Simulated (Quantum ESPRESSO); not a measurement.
**K2Pt (Fm-3m): from the cell to the phonon bands**

Wanted: phonon bands, density of states and zone-centre response of K2Pt (Fm-3m).

Program: Quantum ESPRESSO 7.5. Level of theory: DFT LDA, scalar-relativistic, plane waves, PseudoDojo norm-conserving pseudopotentials. Results are calculated unless marked as measured.

## Step 1: Starting point

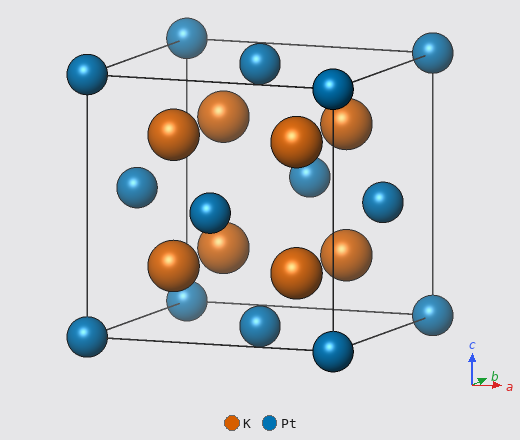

Start, viewed slightly off an axis; potassium orange, platinum blue. This picture shows the conventional cell, with its axes. Some periodic images of atoms are drawn too.

## Step 2: A probe with smearing

A cheap run with smearing and empty bands tells whether the crystal has a gap, which decides between fixed occupations and smearing later on.

probe.in

```
&CONTROL
  calculation = 'scf'
  prefix      = 'x'
  outdir      = './tmp'
  pseudo_dir  = './pseudo'
  tprnfor     = .true.
  tstress     = .true.
  verbosity   = 'high'
/
&SYSTEM
  ibrav       = 0
  nat         = 3
  ntyp        = 2
  ecutwfc     = 84.0
  occupations = 'smearing'
  smearing    = 'gaussian'
  degauss     = 0.01
/
&ELECTRONS
  conv_thr         = 1.0d-07
  mixing_beta      = 0.7
  electron_maxstep = 100
/
ATOMIC_SPECIES
 K      39.0983  K.upf
 Pt    195.0840  Pt.upf
CELL_PARAMETERS angstrom
    -3.781463140    0.000000000    3.781463140
     0.000000000    3.781463140    3.781463140
    -3.781463140    3.781463140    0.000000000
ATOMIC_POSITIONS crystal
 K      0.250000000   0.250000000   0.250000000
 K      0.750000000   0.750000000   0.750000000
 Pt     0.000000000   0.000000000   0.000000000
K_POINTS automatic
 4 4 4 0 0 0
```

Command:

```console
OMP_NUM_THREADS=1 mpirun -n 4 pw.x -nk 4 -in probe.in > probe.out
```

Output:

```text
[banners, grids, parts of the stress and lines that vanish by symmetry left out]
Program PWSCF v.7.5
     Message from routine setup:
     using ibrav=0 with symmetry is DISCOURAGED, use correct ibrav instead
[...]
kinetic-energy cutoff     =      84.0000  Ry
     charge density cutoff     =     336.0000  Ry
     scf convergence threshold =      1.0E-07
[...]
Exchange-correlation= SLA  PW   NOGX NOGC
                           (   1   4   0   0   0   0   0)
[...]
48 Sym. Ops., with inversion, found
[...]
(     0          1          0      )
                  (     0          0          1      )
[...]
(  0.0000000  1.0000000  0.0000000 )
                  ( -0.0000000 -0.0000000  1.0000000 )
[...]
(     1          0         -1      )
                  (     0          0         -1      )
[...]
(     0          1         -1      )
                  (     0          1          0      )
[...]
( -1.0000000  0.0000000  0.0000000 )
                  (  0.0000000  1.0000000 -0.0000000 )
[...]
number of k points=     8  Gaussian smearing, width (Ry)=  0.0100
[...]
End of self-consistent calculation
[...]
the Fermi energy is     5.0222 ev
!    total energy              =    -381.02664320 Ry
[...]
convergence has been achieved in   9 iterations
[...]
atom    1 type  1   force =     0.00000000    0.00000000    0.00000000
     atom    2 type  1   force =     0.00000000    0.00000000    0.00000000
     atom    3 type  2   force =    -0.00000000   -0.00000000    0.00000000
[...]
Total force =     0.000000     Total SCF correction =     0.000000
[...]
total   stress  (Ry/bohr**3)                   (kbar)     P=      -19.08
[...]
XML data file, charge density, pseudopotentials, collected wavefunctions

   JOB DONE.
```

Wall time 6.1 s (4 MPI ranks of AMD EPYC 9R14 (Zen 4), shared host); 23 s of CPU time.

Numbers from this step:

```
volume per atom   : 36.05 Å³
pressure          : -1.908 GPa
gap on the k-mesh : 1.303 eV
```

A gap of 1.3 eV opens on this mesh, so the crystal is taken as an insulator; the start stands at -1.9 GPa.

## Step 3: Relaxation

The relaxation runs at a cutoff a fifth above that of the response, since stress converges more slowly with the basis than frequencies do. Forces and stress are brought to rest with tight thresholds.

relax.in

```
&CONTROL
  calculation   = 'vc-relax'
  prefix        = 'x'
  outdir        = './tmp'
  pseudo_dir    = './pseudo'
  tprnfor       = .true.
  tstress       = .true.
  forc_conv_thr = 2.0d-05
  etot_conv_thr = 1.0d-07
  nstep         = 40
/
&SYSTEM
  ibrav       = 0
  nat         = 3
  ntyp        = 2
  ecutwfc     = 101
  occupations = 'fixed'
  nbnd        = 20
/
&ELECTRONS
  conv_thr         = 1.0d-11
  mixing_beta      = 0.7
  electron_maxstep = 100
/
&IONS
/
&CELL
  press_conv_thr = 0.2
/
ATOMIC_SPECIES
 K      39.0983  K.upf
 Pt    195.0840  Pt.upf
CELL_PARAMETERS angstrom
    -3.781463140    0.000000000    3.781463140
     0.000000000    3.781463140    3.781463140
    -3.781463140    3.781463140    0.000000000
ATOMIC_POSITIONS crystal
 K      0.250000000   0.250000000   0.250000000
 K      0.750000000   0.750000000   0.750000000
 Pt     0.000000000   0.000000000   0.000000000
K_POINTS automatic
 6 6 6 0 0 0
```

Command:

```console
OMP_NUM_THREADS=1 mpirun -n 4 pw.x -nk 4 -in relax.in > relax.out
```

Output:

```text
[banners, grids, parts of the stress and lines that vanish by symmetry left out]
[banner, memory and clock lines left out]
Program PWSCF v.7.5

[...]
kinetic-energy cutoff     =     101.0000  Ry
     charge density cutoff     =     404.0000  Ry
     scf convergence threshold =      1.0E-11
[...]
energy convergence thresh.=      1.0E-07
     force convergence thresh. =      2.0E-05
     press convergence thresh. =      2.0E-01
     Exchange-correlation= SLA  PW   NOGX NOGC
                           (   1   4   0   0   0   0   0)
[...]
48 Sym. Ops., with inversion, found
[...]
number of k points=    16
[...]
End of self-consistent calculation
[...]
highest occupied, lowest unoccupied level (ev):     4.3605    5.6662
!    total energy              =    -381.02683348 Ry
[...]
convergence has been achieved in  13 iterations
[...]
atom    1 type  1   force =    -0.00000000    0.00000000    0.00000000
     atom    2 type  1   force =     0.00000000   -0.00000000   -0.00000000
     atom    3 type  2   force =    -0.00000000   -0.00000000   -0.00000000
     Total force =     0.000000     Total SCF correction =     0.000000
[...]
total   stress  (Ry/bohr**3)                   (kbar)     P=      -18.94
[...]
number of bfgs steps    =   0
[...]
CELL_PARAMETERS (angstrom)
[...]
ATOMIC_POSITIONS (crystal)
K                0.2500000000        0.2500000000        0.2500000000
K                0.7500000000        0.7500000000        0.7500000000
Pt               0.0000000000       -0.0000000000        0.0000000000
[...]
New effective cutoffs (rho, wfc):  406.17  101.65
[...]
End of self-consistent calculation
[...]
highest occupied, lowest unoccupied level (ev):     4.4278    5.7503
!    total energy              =    -381.02770983 Ry
[...]
convergence has been achieved in   9 iterations
[...]
atom    1 type  1   force =     0.00000000   -0.00000000    0.00000000
     atom    2 type  1   force =     0.00000000    0.00000000   -0.00000000
     atom    3 type  2   force =     0.00000000    0.00000000   -0.00000000
     Total force =     0.000000     Total SCF correction =     0.000000
[...]
total   stress  (Ry/bohr**3)                   (kbar)     P=      -17.75
[...]
number of bfgs steps    =   1
[...]
WARNING: bfgs curvature condition failed, Theta= 0.859
[...]
CELL_PARAMETERS (angstrom)
[...]
ATOMIC_POSITIONS (crystal)
K                0.2500000000        0.2500000000        0.2500000000
[...]
New effective cutoffs (rho, wfc):  410.14  102.64
[...]
End of self-consistent calculation
[...]
highest occupied, lowest unoccupied level (ev):     4.5306    5.8787
!    total energy              =    -381.02890442 Ry
[...]
convergence has been achieved in  11 iterations
[...]
atom    1 type  1   force =    -0.00000000   -0.00000000    0.00000000
     atom    2 type  1   force =    -0.00000000    0.00000000   -0.00000000
     atom    3 type  2   force =     0.00000000    0.00000000    0.00000000
     Total force =     0.000000     Total SCF correction =     0.000000
[...]
total   stress  (Ry/bohr**3)                   (kbar)     P=      -15.85
[...]
number of bfgs steps    =   2
[...]
CELL_PARAMETERS (angstrom)
[...]
ATOMIC_POSITIONS (crystal)
[...]
atom    2 type  1   force =     0.00000000    0.00000000    0.00000000
[...]
Total force =     0.000000     Total SCF correction =     0.000000
[...]
total   stress  (Ry/bohr**3)                   (kbar)     P=       -7.25
[...]
number of bfgs steps    =   4
[...]
CELL_PARAMETERS (angstrom)
[...]
ATOMIC_POSITIONS (crystal)
[...]
New effective cutoffs (rho, wfc):  437.80  109.56
[...]
highest occupied, lowest unoccupied level (ev):     5.2662    6.8027
!    total energy              =    -381.03259294 Ry
[...]
convergence has been achieved in  11 iterations
[...]
Total force =     0.000000     Total SCF correction =     0.000000
[...]
total   stress  (Ry/bohr**3)                   (kbar)     P=        1.07
[...]
number of bfgs steps    =   5
[...]
CELL_PARAMETERS (angstrom)
[...]
ATOMIC_POSITIONS (crystal)
[...]
New effective cutoffs (rho, wfc):  436.23  109.17
[...]
highest occupied, lowest unoccupied level (ev):     5.2236    6.7490
!    total energy              =    -381.03260477 Ry
[...]
convergence has been achieved in  10 iterations
[...]
atom    2 type  1   force =    -0.00000000   -0.00000000   -0.00000000
     atom    3 type  2   force =     0.00000000    0.00000000    0.00000000
     Total force =     0.000000     Total SCF correction =     0.000000
[...]
total   stress  (Ry/bohr**3)                   (kbar)     P=       -0.07
[...]
number of bfgs steps    =   6
[...]
CELL_PARAMETERS (angstrom)
[...]
ATOMIC_POSITIONS (crystal)
[...]
New effective cutoffs (rho, wfc):  436.33  109.19
[...]
End of self-consistent calculation
[...]
highest occupied, lowest unoccupied level (ev):     5.2262    6.7523
!    total energy              =    -381.03260482 Ry
[...]
convergence has been achieved in   7 iterations
[...]
atom    1 type  1   force =    -0.00000000    0.00000000   -0.00000000
     atom    2 type  1   force =     0.00000000   -0.00000000    0.00000000
     atom    3 type  2   force =    -0.00000000    0.00000000   -0.00000000
     Total force =     0.000000     Total SCF correction =     0.000000
[...]
total   stress  (Ry/bohr**3)                   (kbar)     P=       -0.00
[...]
bfgs converged in   8 scf cycles and   7 bfgs steps
[...]
End of BFGS Geometry Optimization
     Final enthalpy           =    -381.0326048231 Ry
     File ./tmp/x.bfgs deleted, as requested
[...]
CELL_PARAMETERS (angstrom)
[...]
ATOMIC_POSITIONS (crystal)
[...]
K                0.7500000000        0.7500000000        0.7500000000
Pt              -0.0000000000        0.0000000000        0.0000000000
[...]
Final scf calculation at the relaxed structure.
[...]
kinetic-energy cutoff     =     101.0000  Ry
     charge density cutoff     =     404.0000  Ry
     scf convergence threshold =      1.0E-13
[...]
press convergence thresh. =      2.0E-01
     Exchange-correlation= SLA  PW   NOGX NOGC
                           (   1   4   0   0   0   0   0)
[...]
48 Sym. Ops., with inversion, found
[...]
number of k points=    16
[...]
c_bands:  1 eigenvalues not converged
     c_bands:  1 eigenvalues not converged
[...]
End of self-consistent calculation
[...]
highest occupied, lowest unoccupied level (ev):     5.2262    6.7523
!    total energy              =    -381.03258375 Ry
[...]
convergence has been achieved in  17 iterations
[...]
atom    1 type  1   force =    -0.00000000   -0.00000000   -0.00000000
     atom    2 type  1   force =    -0.00000000   -0.00000000    0.00000000
     atom    3 type  2   force =     0.00000000    0.00000000    0.00000000
     Total force =     0.000000     Total SCF correction =     0.000000
[...]
total   stress  (Ry/bohr**3)                   (kbar)     P=       -0.03
[...]
XML data file, charge density, pseudopotentials, collected wavefunctions
```

Run time: 2.2 min. Hardware: 4 MPI ranks; 8.8 min of CPU time.

Relaxation path:

| step | energy less that of the first step (eV) | largest force (eV/Å) | pressure (GPa) | volume (Å³) |
| --- | --- | --- | --- | --- |
| 1 | 0.0000 | 0.0000 | -1.89 | 108.15 |
| 2 | -0.0119 | 0.0000 | -1.77 | 107.10 |
| 3 | -0.0282 | 0.0000 | -1.58 | 105.56 |
| 4 | -0.0487 | 0.0000 | -1.27 | 103.26 |
| 5 | -0.0699 | 0.0000 | -0.72 | 99.88 |
| 6 | -0.0784 | 0.0000 | 0.11 | 95.71 |
| 7 | -0.0785 | 0.0000 | -0.01 | 96.23 |
| 8 | -0.0785 | 0.0000 | 0.00 | 96.20 |
| 9 | -0.0782 | 0.0000 | 0.00 | 96.20 |

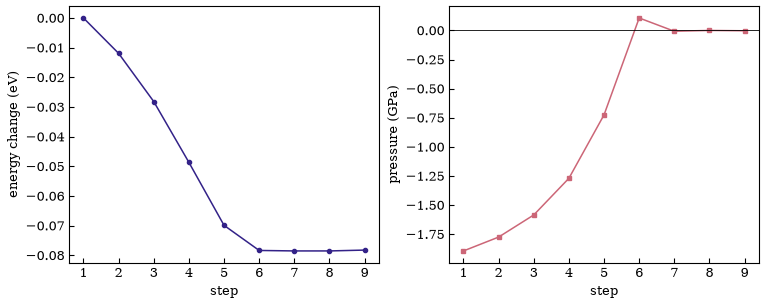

Energy and pressure along the relaxation.

| conventional cell, symmetrised | before | after | change |
| --- | --- | --- | --- |
| a (Å) | 7.563 | 7.273 | -3.8 % |
| b (Å) | 7.563 | 7.273 | -3.8 % |
| c (Å) | 7.563 | 7.273 | -3.8 % |
| volume (Å³/atom) | 36.05 | 32.07 | -11.0 % |

Final coordinates:

```xyz
3
Lattice="-3.6367 0.0000 3.6367 0.0000 3.6367 3.6367 -3.6367 3.6367 0.0000" Properties=species:S:1:pos:R:3 pbc="T T T"
K    -1.8184    1.8184    1.8184
K    -5.4551    5.4551    5.4551
Pt    0.0000    0.0000    0.0000
```

The last row of the table of steps is pw.x's closing run on a basis chosen anew for the final cell, so its energy can jump.

This step gave:

| Item | Value |
| --- | --- |
| volume per atom | 32.07 Å³ |
| pressure | -0.003000 GPa |
| gap on the k-mesh | 1.526 eV |

The volume changes by -11.0 % from the cell with which this run began.

## Step 4: Self-consistent run for the response

The response is built on this ground state, so it is converged far tighter than an energy would need. With a gap, occupations are fixed, which also allows the response to an electric field.

scf.in

```
&CONTROL
  calculation = 'scf'
  prefix      = 'x'
  outdir      = './tmp'
  pseudo_dir  = './pseudo'
  tprnfor     = .true.
  tstress     = .true.
/
&SYSTEM
  ibrav       = 0
  nat         = 3
  ntyp        = 2
  ecutwfc     = 84.0
  occupations = 'fixed'
  nbnd        = 20
/
&ELECTRONS
  conv_thr         = 1.0d-12
  mixing_beta      = 0.7
  electron_maxstep = 100
/
ATOMIC_SPECIES
 K      39.0983  K.upf
 Pt    195.0840  Pt.upf
CELL_PARAMETERS angstrom
    -3.636724231    0.000000000    3.636724231
     0.000000000    3.636724231    3.636724231
    -3.636724231    3.636724231    0.000000000
ATOMIC_POSITIONS crystal
 K      0.250000000   0.250000000   0.250000000
 K      0.750000000   0.750000000   0.750000000
 Pt     0.000000000   0.000000000   0.000000000
K_POINTS automatic
 6 6 6 0 0 0
```

Command:

```console
OMP_NUM_THREADS=1 mpirun -n 4 pw.x -nk 4 -in scf.in > scf.out
```

Output:

```text
[banners, grids, parts of the stress and lines that vanish by symmetry left out]
[banner, memory and clock lines left out]
Program PWSCF v.7.5

[...]
kinetic-energy cutoff     =      84.0000  Ry
     charge density cutoff     =     336.0000  Ry
     scf convergence threshold =      1.0E-12
[...]
Exchange-correlation= SLA  PW   NOGX NOGC
                           (   1   4   0   0   0   0   0)
[...]
48 Sym. Ops., with inversion, found
[...]
number of k points=    16
[...]
End of self-consistent calculation
[...]
highest occupied, lowest unoccupied level (ev):     5.2262    6.7523
!    total energy              =    -381.03253172 Ry
[...]
convergence has been achieved in  11 iterations
[...]
atom    1 type  1   force =     0.00000000   -0.00000000   -0.00000000
     atom    2 type  1   force =    -0.00000000   -0.00000000    0.00000000
     atom    3 type  2   force =    -0.00000000   -0.00000000    0.00000000
     Total force =     0.000000     Total SCF correction =     0.000000
[...]
total   stress  (Ry/bohr**3)                   (kbar)     P=       -0.03
[...]
XML data file, charge density, pseudopotentials, collected wavefunctions
```

Wall time 11 s (4 MPI ranks); 42 s of CPU time.

The cell stands at -0.0030 GPa, close enough for phonons.

[end of part 1 of 3]

[Host names and launcher messages were left out of these logs when they were recorded.]

[Logs are printed without paths, hosts, clocks, repeated set-up lines and the standing remarks that a program may print on its own settings, such as how far it seeks lower states.]

[Hosts, paths, dates, database ids (printed as entryN), source tags and the programs' standing remarks are cut or masked in the printed files.]
